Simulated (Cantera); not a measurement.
Input: 1 mol MgCO₃, a varied amount of H₂, equilibrated at 1325 K and 1 atm.

Method: chemical equilibrium by Gibbs-energy minimisation in Cantera with the NASA 1993 tables (ideal gas, pure condensed phases). Candidate condensed phases: C, C₆H₆, C₇H₈, C₈H₁₈, H₂O, Mg, MgCO₃, MgO, Mg(OH)₂; 116 gas species. Kinetics and transport are ignored.

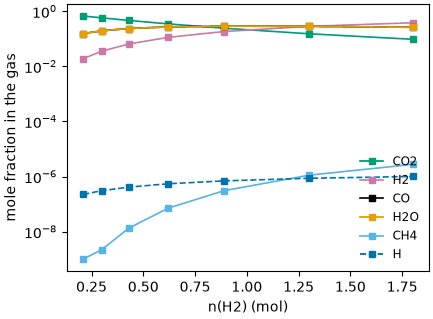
Figure: Equilibrium gas composition (values under 1e-9 drawn at 1e-9)

From 0.21 mol H₂ to 1.8 mol H₂ the condensed part is MgO(s).
